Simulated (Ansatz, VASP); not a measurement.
# Cross-check of CoSi2 between VASP and Ansatz

Aim: how closely do two programs agree when they are given the same cell, functional and k mesh? The cell is a member of a volume series, scaled by 0.96 from a relaxed one, so a pressure remains.

Calculated with Ansatz 0.2.0; plane waves, with VASP 6.6.1 beside it; zone-centre phonons at LDA.

## (1) Set-up

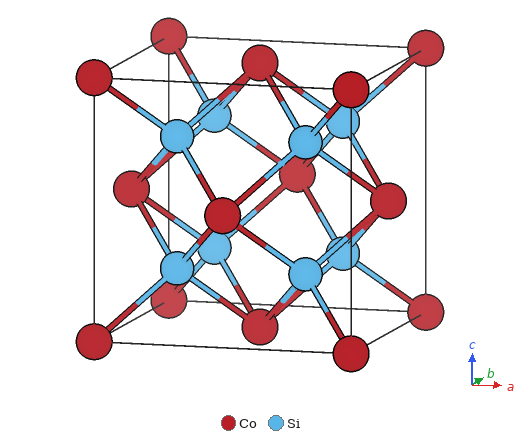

The starting structure, seen slightly off an axis (cobalt red, silicon blue). This picture shows the conventional cell, with its axes. Some periodic images of atoms are drawn too.

## (2) Ansatz: zone-centre phonons, LDA

Ansatz runs on its default PAW (the set named soft_2) files.

Second derivatives magnify differences that forces hide, and they need a tight electronic threshold.

input.yaml

```yaml
crystal:
  lattice:
    - [0.0, 2.6020975624, 2.6020975624]
    - [2.6020975624, 0.0, 2.6020975624]
    - [2.6020975624, 2.6020975624, 0.0]
  atoms:
    - { symbol: Co, position: [0.0, 0.0, 0.0] }
    - { symbol: Si, position: [0.25, 0.25, 0.25] }
    - { symbol: Si, position: [0.75, 0.75, 0.75] }
hamiltonian:
  xc: lda
  pseudopotentials: { kind: paw }
magnetization:
  spin_polarized: true
kpoints:
  mp_grid: { grid: [14, 14, 14] }
scf:
  occupations: { method: gaussian, width: 0.05 }
phonons:
  method: dfpt
  qpoints: [[0, 0, 0]]
```

Command:

```console
ansatz run input.yaml --threads 4 --pin off --max-ram 9216MiB --backend cpu --events-out ev --progress --plain --runs-dir out
```

Numbers of over 12 decimals in the logs are rounded to 6 here.

Log:

```text
band count auto-derived: 18 (N_el = 25.0; filled up to band 13; 17 by the electrons, moments and atoms)
zone centre: on kpoints.mp_grid the ground state, and the responses unless they are solved on pairs of k-points, stand on 244 of the mesh's 2744 k-points, reduced under 8 symmetry operations, with k and −k counted as one. Each operation leaves every solved displacement unchanged or reverses it
Engine: ansatz 0.2.0, aarch64-unknown-linux-gnu
Pseudopotentials: kind: paw
Pseudopotential: Co, paw, valence charge 17, recommended cutoff 420 eV (normal), Co.paw.azcp
Pseudopotential: Si, paw, valence charge 4, recommended cutoff 420 eV (normal), Si.paw.azcp
Functional definition: SPW92
  exchange = slater_x
  correlation = pw_c
Crystal: 3 atoms, lattice volume = 35.237 Å³
Basis set: ecut = 420 eV, 701 PW (Γ), exchange–correlation on 50×50×50 points (8 copies of the dense FFT grid, shifted against one another)
Bands: 18, of which v1, the nominal top of the filled ones, is band 13 counted from 1 (12 counted from 0)
Symmetry: 48 space group operations
Space group: Fm-3m (ITA 225), of the structure as read, at distance tolerance 3.3e-5 Å
k-points: 104 of 2744
Non-local potential: Co, projectors of the file, l = 0: 3, l = 1: 2, l = 2: 3, l = 3: 1
Non-local potential: Si, projectors of the file, l = 0: 2, l = 1: 2, l = 2: 2
PAW form: soft (Blöchl's): semilocal exchange-correlation on the pseudo side does not see the compensation charge
PAW frozen core: Co, regenerated for the run's functional, and the local potential with it (the file was generated under x = pbe(κ = 0.804, μ = 0.219515), c = pbe(β = 0.066725))
PAW frozen core: Si, regenerated for the run's functional, and the local potential with it (the file was generated under x = pbe(κ = 0.804, μ = 0.219515), c = pbe(β = 0.066725))
PAW one-centre angular grid: Co, 590 points (default); XC on 64 Gauss nodes
PAW one-centre angular grid: Si, 110 points (default); XC on 64 Gauss nodes
Initial density: superposition of atomic densities (chi_scale 0.1, normalization cell, long waves kept (reshape's long-wave potential 0.00 eV rms))
Initial wavefunctions: pseudopotential atomic-orbital guess
Functional: x = slater, c = lda
SCF 1 converged in 14 iterations: F = -6281.884543 eV  dr2 = 9.65e-8
  greatest PAW one-centre occupation: 1.001 electrons in one spin orbital (limit 2), on the Co atom at site 0 (counted from 0), in its partial waves of l = 1
the input gives no starting moments: this run first made a single point of its starting geometry. This run's own SCFs start from that state's density, with no starting moments from it. Of the state that the single point found these notices stand: stability_check_not_made.
k-points: 244 of 2744 (irreducible under 8 space group operations, time reversal used)
Initial density: read from a saved state, or passed on in memory by an earlier SCF of this step, an earlier step, the calling program or the single point that the run made first
iter 1 solved again at ethr=6.90e-7 eV; its pass at ethr=3.10e-3 eV (dr2=1.72e-4 eV) is discarded
SCF iter   1: F=—  HF=-6281.884541 eV  |F-HF|=—  |Δ(HF+E_count)|=         —  Δρ=6.31e-6 (↑6.31e-6 ↓6.31e-6)  dr2=9.72e-8  dr2_m=0.00e0  M=0.000 μB ∫|m|=0.000 μB  β_m=0.30  ethr=6.90e-7  ⟨swp⟩=3.0  Hψ=33104  notcnv=0
eigensolver tolerance schedule: the retry pair's looser diagonalisation over-reported the residual by 1773.41 of it (diagonalisation noise at 0.65 of the residual, at the tolerance the schedule requests for it); recorded, not acted on — ethr = c·dr2/N_el stays at c = 1.0e-1
preconditioner: auto → Kerker (q_TF=auto, 2.577 Å⁻¹)  [metal: Δε(μ)=0.019 eV  Ē_g=9.485 eV  σ=0.050 eV  W_gap=0.21  n_scr=14 (ndim 8)  ℏωp=25.8 eV  f_vac=0.000  D(μ)=1.44/eV (n_scr^D=14)]
spin=Collinear: Kerker preconditioning applied to the charge; magnetization (m = ρ↑ − ρ↓) channel mixes plain (no charge-response kernel on spin).
SCF iter   2: F=—  HF=-6281.884543 eV  |F-HF|=—  |Δ(HF+E_count)|=   2.33e-6  Δρ=5.58e-6 (↑5.58e-6 ↓5.58e-6)  dr2=7.74e-8  dr2_m=0.00e0  M=0.000 μB ∫|m|=0.000 μB  β_m=0.65  ethr=3.89e-10  ⟨swp⟩=2.1  Hψ=6252  notcnv=0
SCF iter   3: F=—  HF=-6281.884543 eV  |F-HF|=—  |Δ(HF+E_count)|=   1.59e-8  Δρ=1.78e-5 (↑1.78e-5 ↓1.78e-5)  dr2=2.84e-7  dr2_m=0.00e0  M=0.000 μB ∫|m|=0.000 μB  β_m=0.44  ethr=3.09e-10  ⟨swp⟩=2.2  Hψ=6134  notcnv=0  recentre
SCF iter   4: F=—  HF=-6281.884543 eV  |F-HF|=—  |Δ(HF+E_count)|=   2.90e-8  Δρ=3.10e-6 (↑3.10e-6 ↓3.10e-6)  dr2=1.07e-8  dr2_m=0.00e0  M=0.000 μB ∫|m|=0.000 μB  β_m=0.72  ethr=3.09e-10  ⟨swp⟩=2.1  Hψ=5709  notcnv=0
SCF iter   5: F=—  HF=-6281.884543 eV  |F-HF|=—  |Δ(HF+E_count)|=  6.46e-10  Δρ=6.44e-7 (↑6.44e-7 ↓6.44e-7)  dr2=4.07e-10  dr2_m=0.00e0  M=0.000 μB ∫|m|=0.000 μB  β_m=0.68  ethr=4.27e-11  ⟨swp⟩=1.0  Hψ=4416  notcnv=0
SCF iter   6: F=—  HF=-6281.884543 eV  |F-HF|=—  |Δ(HF+E_count)|=  2.18e-11  Δρ=3.95e-7 (↑3.95e-7 ↓3.95e-7)  dr2=1.14e-10  dr2_m=0.00e0  M=0.000 μB ∫|m|=0.000 μB  β_m=0.84  ethr=1.63e-12  ⟨swp⟩=2.4  Hψ=7335  notcnv=0
SCF iter   7: F=-6281.884543 eV  HF=-6281.884543 eV  |F-HF|=3.64e-12  |Δ(HF+E_count)|=  5.46e-12  Δρ=2.95e-8 (↑2.95e-8 ↓2.95e-8)  dr2=7.19e-13  dr2_m=0.00e0  M=0.000 μB ∫|m|=0.000 μB  ethr=1.00e-12  ⟨swp⟩=4.1  Hψ=17942  notcnv=0
SCF 2 converged in 7 iterations: F = -6281.884543 eV  dr2 = 7.19e-13
DFPT response loops at Γ: preconditioner auto → Kerker (q_TF=auto, 2.577 Å⁻¹) (partly filled bands, converged f_vac=0.000); β = 1.00, the filter's whole step (`scf.mixing.beta` (0.30) is not read by the response loops under this deck's `scf.mixing.preconditioner`; to damp them name `kerker` or `kerker_dos`, under which they read `scf.mixing.beta`, and type it under 1.00, their step now; both keys bind the ground state too); Broyden in place of MSR1
SCF converged after 7 iterations
Magnetization: 0.0000 μB (12.5000 up, 12.5000 down)
Absolute magnetization: 0.0000 μB (∫|ρ↑−ρ↓|)
Spin contamination: 0.0000 ħ² per cell (⟨S²⟩ above its minimum at these occupations)
Per-site moments (μB) at R_I (Å): [(0.0, 0.929562), (0.0, 0.929562), (0.0, 0.929562)]
Free energy (F): -6281.884543 eV
Harris-Foulkes:  -6281.884543 eV  (|F-HF|=3.64e-12)
Internal energy: -6281.882738 eV  (E = F + TS)
E sigma→0 (E₀):  -6281.883641 eV
Entropy (-TS):   -0.001805 eV (-0.602 meV/atom)
Fermi energy:    14.095281 eV
--- Per-component energies (eV) ---
  E_band       = -257.173510
  E_kinetic    = 555.635481
  E_local      = -4007.061536  (includes V_loc(G=0)·N_el)
  E_nonlocal   = 511.074679
  E_hartree    = 1746.560370
  E_xc         = -275.060128
  E_vxc        = -309.223797  (∫ρ·V_xc dr)
  E_paw        = -2427.502545  (= ΣΔE_a)
  E_vpaw       = -500.719104  (= ΣTr[D̂ρ^β])
  E_aug_tail   = 0.000048  (compensation charges beyond the density's cutoff)
  E_ewald      = -2386.116020
  E_core_change = 0.586912  (= ΣΔE_core)
  E_smearing   = -0.001805  (= −TS)
  E_closure    = 0.000000  (closes the sum)
  Σ components = -6281.884543   (vs F -6281.884543, Δ=0.00e0)
--- Band table (eV; the first three rows and the last of 488) ---
  k-point 0 ↑: bands = [... 9 lower, 11.8441, 15.5930, 17.5310, 17.5310, 17.5310, 17.8477, 17.8477, 17.8477, ... 1 higher]
  k-point 1 ↑: bands = [... 9 lower, 11.8179, 15.5583, 16.4116, 16.9964, 16.9964, 18.4321, 18.4321, 19.1074, ... 1 higher]
  k-point 2 ↑: bands = [... 9 lower, 11.7558, 14.6465, 16.3291, 16.3496, 16.3496, 18.8590, 18.8590, 19.5418, ... 1 higher]
  k-point 243 ↓: bands = [... 9 lower, 11.5950, 11.8098, 12.3770, 13.2554, 17.5042, 18.7311, 19.4736, 21.5503, ... 1 higher]
--- Phonons (Γ-DFPT): 2 representative perturbations + reference, on 244 of 2744 k-points (Σ response iterations 6) ---
  k mesh reduced under 8 symmetry operations, with k and −k counted as one. Each operation leaves every solved displacement unchanged or reverses it
  ASR residual: 4.360e-5 → 0.000e0 eV/Å²; symmetrization residual: 1.067e-6 eV/Å²
  ASR residual per site (eV/Å²): 4.36e-5 2.45e-5 2.45e-5
  Γ frequencies (cm⁻¹): 0.00 0.00 0.00 365.87 365.87 365.87 376.86 376.86 376.86
  non-analytic LO–TO correction: not included (Born effective charges unavailable; polar crystals: no LO–TO splitting at Γ)
--- Phonons (arbitrary-q DFPT): 1 explicit q-point ---
  q = [0, 0, 0] (of the zone-centre solve; hermiticity 1.42e-7, symmetrization 8.09e-14): -0.00 0.00 0.00 365.87 365.87 365.87 376.86 376.86 376.86
  sum rule: each row above includes the acoustic sum rule's correction from the zone centre's row sums; it moved no ω² by more than (0.49 cm⁻¹)²
```

Run time: 24 s. Hardware: 4 threads of Arm Neoverse V1, shared host; peak memory 1 GiB.

[end of part 1 of 2]

[Lines on the potential files, build, host, timing and source positions are cut from VASP's logs without a mark.]

[Logs are printed without paths, hosts, clocks, repeated set-up lines and the standing remarks that a program may print on its own settings, such as how far it seeks lower states.]

[Hosts, paths, dates, database ids (printed as entryN), source tags and the programs' standing remarks are cut or masked in the printed files.]
